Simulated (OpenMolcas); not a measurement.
**OH (SMILES [OH]): levels of theory compared**

Aim: a comparison of 6 runs (U-r2SCAN/6-31G, UB3LYP/6-31G, UM06-2X/6-31G, UPBE/6-31G, USVWN5/6-31G, ROMP2/6-31G) of OH. 

The calculation is run with OpenMolcas 26.06.

2 further runs of the same task are left out: 2 set aside as unsound or not needed.

## Step 1: The system as given

OH has 2 atoms, charge 0, and is taken as a doublet. As SMILES, `[OH]`. The O1–H2 distance was set to 1.703 Å, away from the relaxed value.

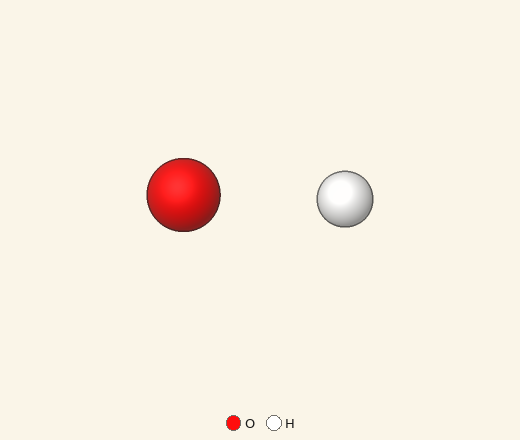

The structure, seen from a chosen angle (oxygen red, hydrogen white).

## Step 2: A single-point energy at U-r2SCAN/6-31G (run 1)

File run.inp:

```
* HO Kohn-Sham DFT
&GATEWAY
BasLib=$CurrDir
Coord
2
angstrom
O        1.039722      -0.332882       0.536386
H       -0.415880       0.133150      -0.214550
Basis=6-31G
Group=NoSym
&SEWARD
GridInput
Grid=UltraFine
End of Grid
&SCF
UHF
Spin=2
KSDFT=2
1.0 MGGA_X_R2SCAN
1.0 MGGA_C_R2SCAN
Thresholds=1e-10 1e-07 1e-07 1e-05
PrOrbitals=1 1
```

The basis set 6-31G is read from a file made from the Basis Set Exchange's data (not shown).

Started as:

```bash
$ export MOLCAS_MEM=1860
$ pymolcas run.inp > run.log
```

Log:

```text
--- Start Module: gateway ---
[...]
--- Stop Module: gateway /rc=_RC_ALL_IS_WELL_ ---
--- Start Module: seward ---
[...]
      Basis functions           11
--- Stop Module: seward /rc=_RC_ALL_IS_WELL_ ---
--- Start Module: scf ---
[...]
       Convergence after  33 Iterations
[...]
::    Total KS-DFT energy                             -75.5650316828
[...]
      Total spin, S                                     0.6559004704
[...]
      Total electronic charge=    9.000000
      Total            charge=   -0.000000
[...]
      Dipole Moment (debye):
      Origin of the operator (angstrom)=    0.9534   -0.3053    0.4919
                   X= -1.3070E+00               Y=  4.1847E-01               Z= -6.7429E-01           Total=  1.5291E+00
      Quadrupole Moment (debye*angstrom):
[...]
--- Stop Module: scf /rc=_RC_ALL_IS_WELL_ ---
[...]
```

Run time: 6.9 s. Hardware: 1 thread of Arm Neoverse V2, shared host; peak memory 0.37 GiB.

## Step 3: The energy at UB3LYP/6-31G (run 2)

File run.input:

```
* HO Kohn-Sham DFT
>>> EXPORT MOLCAS_PRINT=2

&GATEWAY
  BasLib
  $CurrDir
  Coord
  2
  angstrom
  O        1.039722      -0.332882       0.536386
  H       -0.415880       0.133150      -0.214550
  Basis
  6-31G
  Group
  NoSym

&SEWARD
  GridInput
  Grid=UltraFine
  End of Grid

&SCF
  UHF
  Spin
  2
  KSDFT
  B3LYP
  Thresholds
  1e-10 1e-07 1e-07 1e-05
  PrOrbitals
  1 1
```

The basis set 6-31G is read from a file made from the Basis Set Exchange's data (not shown).

Started as:

```bash
$ export MOLCAS_MEM=1860
$ pymolcas run.input > run.log
```

Log:

```text
--- Start Module: gateway ---
[...]
--- Stop Module: gateway /rc=_RC_ALL_IS_WELL_ ---
--- Start Module: seward ---
[...]
      Basis functions           11
--- Stop Module: seward /rc=_RC_ALL_IS_WELL_ ---
--- Start Module: scf ---
[...]
       Convergence after  16 Iterations
[...]
::    Total KS-DFT energy                             -75.6040766548
[...]
      Total spin, S                                     0.6396169673
[...]
      Total electronic charge=    9.000000
      Total            charge=   -0.000000
[...]
      Dipole Moment (debye):
      Origin of the operator (angstrom)=    0.9534   -0.3053    0.4919
                   X= -1.2678E+00               Y=  4.0590E-01               Z= -6.5404E-01           Total=  1.4832E+00
      Quadrupole Moment (debye*angstrom):
[...]
--- Stop Module: scf /rc=_RC_ALL_IS_WELL_ ---
[...]
```

It took 3.6 s on 1 thread of Arm Neoverse V2, shared host; peak memory 0.37 GiB.

## Step 4: A single-point energy at UM06-2X/6-31G (run 3)

File run.inp:

```
&GATEWAY
 BasLib
 $CurrDir
 Coord
 2
 angstrom
 O        1.039722      -0.332882       0.536386
 H       -0.415880       0.133150      -0.214550
 Basis
 6-31G
 Group
 NoSym

&SEWARD
 GridInput
 Grid=UltraFine
 End of Grid

&SCF
 UHF
 Spin
 2
 KSDFT
 M062X
 Thresholds
 1e-10 1e-07 1e-07 1e-05
 PrOrbitals
 1 1
```

The basis set 6-31G is read from a file made from the Basis Set Exchange's data (not shown).

Started as:

```bash
$ export MOLCAS_MEM=1860
$ pymolcas run.inp > run.log
```

Log:

```text
--- Start Module: gateway ---
[...]
--- Stop Module: gateway /rc=_RC_ALL_IS_WELL_ ---
--- Start Module: seward ---
[...]
      Basis functions           11
--- Stop Module: seward /rc=_RC_ALL_IS_WELL_ ---
--- Start Module: scf ---
[...]
       Convergence after  75 Iterations
[...]
::    Total KS-DFT energy                             -75.5618368662
[...]
      Total spin, S                                     0.6733164639
[...]
      Total electronic charge=    9.000000
      Total            charge=   -0.000000
[...]
      Dipole Moment (debye):
      Origin of the operator (angstrom)=    0.9534   -0.3053    0.4919
                   X= -1.2389E+00               Y=  3.9664E-01               Z= -6.3912E-01           Total=  1.4493E+00
      Quadrupole Moment (debye*angstrom):
[...]
--- Stop Module: scf /rc=_RC_ALL_IS_WELL_ ---
[...]
```

Run time: 14 s. Hardware: 1 thread of Arm Neoverse V2, shared host; peak memory 0.37 GiB.

Runs 4 to 5 aren't shown in full; the table further down has their settings and results.

## Step 5: The energy at ROMP2/6-31G (run 6)

File run.input:

```
&GATEWAY
BasLib
$CurrDir
Coord
2
angstrom
O        1.039722      -0.332882       0.536386
H       -0.415880       0.133150      -0.214550
Basis
6-31G
Group
NoSym
&SEWARD
&SCF
UHF
Spin
2
Thresholds
1e-10 1e-07 1e-07 1e-05
PrOrbitals
1 1
&RASSCF
FileOrb
$Project.UnaOrb
Spin
2
Nactel
1 0 0
Inactive
4
Ras2
1
OutOrbitals
Canonical
OrbListing
Nothing
&CASPT2
IPEA
0.0
Frozen
1
```

The basis set 6-31G is read from a file made from the Basis Set Exchange's data (not shown).

Started as:

```bash
$ export MOLCAS_MEM=1860
$ pymolcas run.input > run.log
```

Log:

```text
--- Start Module: gateway ---
[...]
--- Stop Module: gateway /rc=_RC_ALL_IS_WELL_ ---
[...]
      Basis functions           11
[...]
       Convergence after  23 Iterations
[...]
::    Total SCF energy                                -75.2473575871
[...]
      Total spin, S                                     0.8064670247
[...]
--- Start Module: rasscf ---
[...]
      Number of active orbitals                  1
[...]
      Spin quantum number                      0.5
[...]
      Active orbitals                            1
[...]
      Number of CSFs                             1
[...]
      Number of root(s) required                 1
[...]
      Convergence after  9 iterations
[...]
      printout of CI-coefficients larger than  0.05 for root  1
      energy=     -75.217112
      conf/sym  1     Coeff  Weight
             1  u   1.00000 1.00000
      Natural orbitals and occupation numbers for root  1
      sym 1:   1.000000
      ************************************************************************************************************************
      *                                                    Final results                                                     *
[...]
::    RASSCF root number  1 Total energy:    -75.21711162
[...]
      Total electronic charge=    9.000000
      Total            charge=   -0.000000
[...]
      Dipole Moment (debye):
      Origin of the operator (angstrom)=    0.9534   -0.3053    0.4919
                   X= -1.7760E+00               Y=  5.6860E-01               Z= -9.1621E-01           Total=  2.0777E+00
      Quadrupole Moment (debye*angstrom):
[...]
--- Stop Module: rasscf /rc=_RC_ALL_IS_WELL_ ---
--- Start Module: caspt2 ---
[...]
 ###    WARNING: User changed nr of frozen orbitals.                         ###
 ###############################################################################
[...]
      E2 (Variational):          -0.1254245022
      Total energy:             -75.3425361241
[...]
      Reference weight:           0.93815
[...]
::    CASPT2 Root  1     Total energy:    -75.34253612
[...]
--- Stop Module: caspt2 /rc=_RC_ALL_IS_WELL_ ---
[...]
```

Wall time 2.3 s (1 thread of Arm Neoverse V2, shared host); peak memory 0.37 GiB.

## Step 6: The series

```csv
run,level,integration grid,frozen core orbitals,energy (Eh),dipole moment (D),HOMO energy (eV),LUMO energy (eV),wall time
1,U-r2SCAN/6-31G,UltraFine,–,-75.565032,1.53,-6.59,-4.46,6.9 s
2,UB3LYP/6-31G,UltraFine,–,-75.604077,1.48,-7.93,-3.90,3.6 s
3,UM06-2X/6-31G,UltraFine,–,-75.561837,1.45,-10.05,-2.01,14 s
4,UPBE/6-31G,UltraFine,–,-75.522399,1.59,-6.11,-5.33,3.6 s
5,USVWN5/6-31G,UltraFine,–,-75.034078,1.79,-5.96,-5.95,2.7 s
6,ROMP2/6-31G,–,1,-75.342536,–,–,–,2.3 s
```

## Step 7: Outcome

| quantity | value |
| --- | --- |
| run 6: total energy | -75.34254 Eh |

**Reading.** Over runs 1, 2, 3, 4, 5 the dipole moment (its size) runs from 1.45 D (UM06-2X/6-31G) to 1.79 D (USVWN5/6-31G). Totals of different functionals can't be ranked against each other. Spin contamination of the reference: run 3 ⟨S²⟩ = 1.13, run 1 ⟨S²⟩ = 1.09, run 2 ⟨S²⟩ = 1.05, run 4 ⟨S²⟩ = 0.90. All runs together took 33 s, the longest 14 s.
